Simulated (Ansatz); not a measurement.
# GaSi (quartet): wave-function methods side by side at distance Si1–Ga2 = 6.616 Å, cc-pVDZ, part 2 of 2

Ansatz 0.2.0, Gaussian basis; cc-pVDZ, core rule «outside noble gas», up to 19 orbitals frozen. Earlier steps stand in the parts before.

## (11) CASSCF and MRCISD+Q, 7 electrons in 8 orbitals

The input, in.yaml:

```yaml
crystal:
  periodic: [false, false, false]
  atoms:
    - {symbol: Si, position_ang: [0.000000, 0.000000, 0.000000]}
    - {symbol: Ga, position_ang: [0.000000, 0.000000, 6.616000]}
basis:
  gaussian: {orbitals: cc-pVDZ}
magnetization: {spin_polarized: false, initial_magnetization: 3}
correlation: {method: fic_mrcisd_q, electrons: outside_noble_gas, active_space: {window: {electrons: 7, orbitals: 8}, shells: [{species: Ga, l: s, shell: 4}, {species: Ga, l: p, shell: 4}, {species: Si, l: s, shell: 3}, {species: Si, l: p, shell: 3}]}}
```

Started as:

```console
$ ansatz run in.yaml --threads 1 --pin off --events-out ev --progress --plain --max-ram 2393MiB
```

What it wrote (excerpt; [...] marks lines left out):

```text
Functional definition: HF
  name "HF"
  cite "Fock, Z. Phys. 61, 126 (1930) doi:10.1007/BF01340294"
  parent pbe
[...]
805 factors; integrals over basis functions are off by at most 2.2e-7 eV
[...]
mean field -60192.57241329 eV, -2212.0362361975 hartree, gradient 3.0e-6 eV, S^2 3.750000; 25 other end points of the search recorded, 0 dependent functions left out
reference -60192.57241329 eV, -2212.0362361975 hartree; 24, 21 occupied and 21, 24 virtual orbitals, 805 factors
state -60193.56044669 eV, -2212.0725457551 hartree
contracted CI cycle   1: correlation 0.00000000 eV, 0.0000000000 hartree, residual 7.72e0 eV
contracted CI cycle   2: correlation -1.96392783 eV, -0.0721730167 hartree, residual 1.58e0 eV
contracted CI cycle   3: correlation -2.03542652 eV, -0.0748005450 hartree, residual 2.27e-1 eV
contracted CI cycle   4: correlation -2.03723523 eV, -0.0748670138 hartree, residual 6.16e-2 eV
contracted CI cycle   5: correlation -2.03735080 eV, -0.0748712608 hartree, residual 1.70e-2 eV
contracted CI cycle   6: correlation -2.03735997 eV, -0.0748715978 hartree, residual 4.24e-3 eV
contracted CI cycle   7: correlation -2.03736057 eV, -0.0748716198 hartree, residual 1.11e-3 eV
contracted CI cycle   8: correlation -2.03736061 eV, -0.0748716214 hartree, residual 2.85e-4 eV
state -60193.56044669 eV, -2212.0725457551 hartree; corrected -60195.74804150 eV, -2212.1529383817 hartree
Total energy: -60195.74804150 eV, -2212.1529383817 hartree
Checks for a lower state left out: starts, orbital_swaps
```

Wall time 14 s (1 thread of Arm Neoverse V1, shared host).

From the report: 400 determinants; active occupations 1.96, 1.93, 1.00, 1.00, 1.00, 0.04, 0.04, 0.04.

## (12) CASSCF and NEVPT2, 7 electrons in 8 orbitals

The input, in.yaml:

```yaml
crystal:
  periodic: [false, false, false]
  atoms:
    - {symbol: Si, position_ang: [0.000000, 0.000000, 0.000000]}
    - {symbol: Ga, position_ang: [0.000000, 0.000000, 6.616000]}
basis:
  gaussian: {orbitals: cc-pVDZ}
magnetization: {spin_polarized: false, initial_magnetization: 3}
correlation: {method: sc_nevpt2, electrons: outside_noble_gas, active_space: {window: {electrons: 7, orbitals: 8}, shells: [{species: Ga, l: s, shell: 4}, {species: Ga, l: p, shell: 4}, {species: Si, l: s, shell: 3}, {species: Si, l: p, shell: 3}]}}
```

Launched as before.

What it wrote (excerpt; [...] marks lines left out):

```text
Functional definition: HF
  name "HF"
  cite "Fock, Z. Phys. 61, 126 (1930) doi:10.1007/BF01340294"
  parent pbe
[...]
805 factors; integrals over basis functions are off by at most 2.2e-7 eV
[...]
mean field -60192.57241329 eV, -2212.0362361975 hartree, gradient 3.0e-6 eV, S^2 3.750000; 25 other end points of the search recorded, 0 dependent functions left out
reference -60192.57241329 eV, -2212.0362361975 hartree; 24, 21 occupied and 21, 24 virtual orbitals, 805 factors
state -60193.56044669 eV, -2212.0725457551 hartree
state -60193.56044669 eV, -2212.0725457551 hartree; corrected -60195.08262955 eV, -2212.1284849437 hartree
Total energy: -60195.08262955 eV, -2212.1284849437 hartree
Checks for a lower state left out: starts, orbital_swaps
```

It took 13 s on 1 thread of Arm Neoverse V1, shared host.

From the report: 400 determinants; active occupations 1.96, 1.93, 1.00, 1.00, 1.00, 0.04, 0.04, 0.04.

## (13) Full CI

The input, in.yaml:

```yaml
crystal:
  periodic: [false, false, false]
  atoms:
    - {symbol: Si, position_ang: [0.000000, 0.000000, 0.000000]}
    - {symbol: Ga, position_ang: [0.000000, 0.000000, 6.616000]}
basis:
  gaussian: {orbitals: cc-pVDZ}
magnetization: {spin_polarized: false, initial_magnetization: 3}
correlation: {method: fci, electrons: outside_noble_gas}
```

Same command.

What it wrote (excerpt; [...] marks lines left out):

```text
Functional definition: HF
  name "HF"
  cite "Fock, Z. Phys. 61, 126 (1930) doi:10.1007/BF01340294"
  parent pbe
[...]
805 factors; integrals over basis functions are off by at most 2.2e-7 eV
[...]
mean field -60192.57241329 eV, -2212.0362361975 hartree, gradient 3.0e-6 eV, S^2 3.750000; 25 other end points of the search recorded, 0 dependent functions left out
[...]
determinant -60192.57241329 eV, -2212.0362361975 hartree, with singles and doubles -60195.66706885 eV, -2212.1499626917 hartree
determinant -60192.56465652 eV, -2212.0359511413 hartree, with singles and doubles -60195.65945216 eV, -2212.1496827833 hartree
determinant -60192.56206630 eV, -2212.0358559527 hartree, with singles and doubles -60195.65713682 eV, -2212.1495976962 hartree
determinant -60192.55496774 eV, -2212.0355950852 hartree, with singles and doubles -60195.65084393 eV, -2212.1493664370 hartree
[...]
determinant -60192.57241329 eV, -2212.0362361975 hartree, with singles and doubles -60195.66694178 eV, -2212.1499580220 hartree
determinant -60192.56465652 eV, -2212.0359511413 hartree, with singles and doubles -60195.65995875 eV, -2212.1497014004 hartree
determinant -60192.56206630 eV, -2212.0358559527 hartree, with singles and doubles -60195.65769969 eV, -2212.1496183812 hartree
determinant -60192.55496774 eV, -2212.0355950852 hartree, with singles and doubles -60195.65144958 eV, -2212.1493886941 hartree
determinant -60192.55448128 eV, -2212.0355772080 hartree, with singles and doubles -60195.65136122 eV, -2212.1493854468 hartree
19 core orbitals not correlated: weight in the atoms' cores, before any rotation towards them, 1.000 or more for the frozen orbitals, at most 0.000 for the correlated occupied ones
reference -60192.57241329 eV, -2212.0362361975 hartree; 5, 2 occupied and 21, 24 virtual orbitals, 805 factors
state -60195.73595870 eV, -2212.1524943468 hartree
Total energy: -60195.73595870 eV, -2212.1524943468 hartree
```

It took 3.7 min on 1 thread of Arm Neoverse V1, shared host; peak memory 1.2 GiB.

From the report: 5,352,180 determinants, symmetry A2.

## (14) Natural occupations

Natural occupations of the FCI state about the gap (report; correlated orbitals 1 to 10): 1.913, 1.905, 0.887, 0.887, 0.785, 0.243, 0.134, 0.134, 0.012, 0.012. The count of effectively unpaired electrons, Σ n²(2 − n)², is 3.23; a single determinant of this spin has 3.

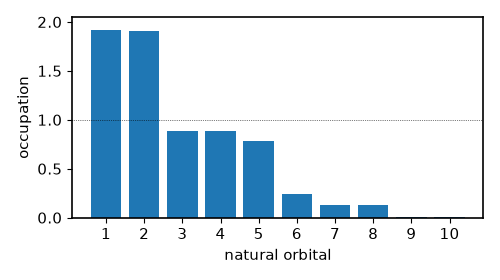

Natural occupations of the FCI state.

## (15) All levels against the top one

The yardstick is full CI for this spin, exact in this basis with these frozen cores. Rows without a time are mean-field rows or come out of runs for another level: lower rungs of the coupled-cluster runs, CASSCF and MRCISD of the multireference runs, or the Hartree-Fock search.

Differences are taken before rounding.

| method | energy from the lowest ROHF (meV) | from FCI (meV) | time |
| --- | --- | --- | --- |
| ROHF | 0.0 | +3163.6 |  |
| UHF | -176.3 | +2987.3 |  |
| RMP2 | -2176.9 | +986.7 |  |
| UMP2 | -2189.1 | +974.5 |  |
| CISD | -2925.9 | +237.7 | 7 s |
| RCCSD | -3094.9 | +68.6 |  |
| UCCSD | -3104.2 | +59.4 |  |
| RCCSD(T) | -3140.7 | +22.9 | 19 s |
| UCCSD(T) | -3145.0 | +18.6 | 28 s |
| BCCD(T) | -3140.9 | +22.7 | 19 s |
| RCCSDT | -3159.4 | +4.1 |  |
| UCCSDT | -3162.6 | +1.0 |  |
| RCCSDT(Q) | -3160.6 | +2.9 | 28 s |
| UCCSDT(Q) | -3163.7 | -0.1 | 46 s |
| CASSCF pair | -365.4 | +2798.2 |  |
| NEVPT2 pair | -2294.7 | +868.8 | 50 s |
| FCI | -3163.6 | 0 | 3.7 min |

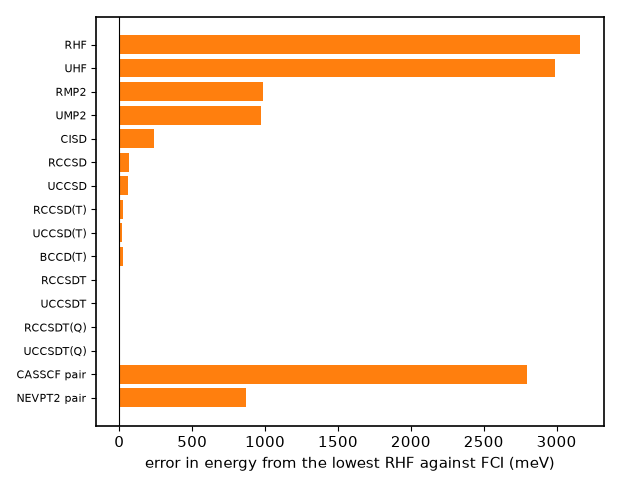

How far each level lands from FCI.

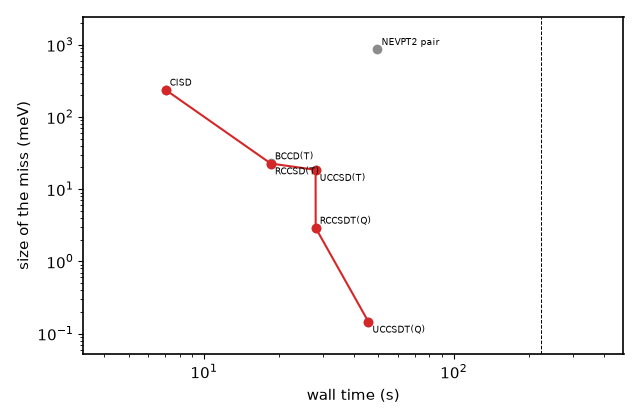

Accuracy for the time spent; red marks the levels that beat every quicker one drawn (of those quicker than the yardstick), and the dashed line is the time of FCI. Times are from a shared host.

Not comparable, so not listed: CASSCF and MRCISD+Q, 5 electrons in 5 orbitals (they don't share determinant, frozen orbitals or solution with the rows shown, or repeat one).

Left out of the table: CASSCF valence, NEVPT2 valence, MRCISD valence, MRCISD+Q valence (the active space lost an orbital or holds another state than full CI finds).

## (16) Results

This closing draws on all 2 parts.

```
                         quantity                                                              value
          FCI from the ROHF energy                                                         -3.1636 eV
                    RMP2 from FCI                                                         +986.7 meV
                    UMP2 from FCI                                                         +974.5 meV
                   RCCSD from FCI                                                          +68.6 meV
                RCCSD(T) from FCI                                                          +22.9 meV
                UCCSD(T) from FCI                                                          +18.6 meV
               RCCSDT(Q) from FCI                                                           +2.9 meV
               UCCSDT(Q) from FCI                                                           -0.1 meV
             NEVPT2 pair from FCI                                                         +868.8 meV
levels within 1 kcal/mol (43 meV)  RCCSD(T), UCCSD(T), BCCD(T), RCCSDT, UCCSDT, RCCSDT(Q), UCCSDT(Q)
                    T1 diagnostic                                                              0.022
   effectively unpaired electrons                                                               3.23
```

In words: RCCSD(T) lands +22.9 meV from the yardstick (0.7 % of the correlation energy). The occupations show static correlation (3.23 effectively unpaired electrons where one determinant has 3). These misses are within one basis, not against nature; the frozen cores of restricted and unrestricted runs differ, which can shift their rows.

Levels on UHF freeze UHF's core orbitals, full CI those of ROHF, so the U rows can settle a little off it for that reason alone.

With open shells the CI space here admits some higher excitations, so it is larger than plain CISD.

For cost: UCCSDT(Q) gets within 0.1 meV in 46 s, where FCI took 3.7 min; the quickest level in the cost chart, CISD, takes 7 s and misses by 237.7 meV.
